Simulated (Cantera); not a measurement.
Charge: 1 mol HBr, 1.9 mol H₂, 7.1 mol O₂, equilibrated at 32.0 Pa.

These are equilibrium values from Cantera (NASA tables, ideal gas, pure condensed phases), not measurements of a reactor. Candidate condensed phases: Br₂, H₂O; 12 gas species. Equilibrium is a limit: real reactors are often held back by kinetics, nucleation or transport.

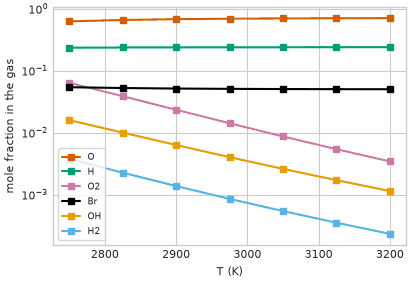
Figure. Equilibrium gas composition (values under 1e-9 drawn at 1e-9)

From 2750 K to 3200 K nothing is condensed.
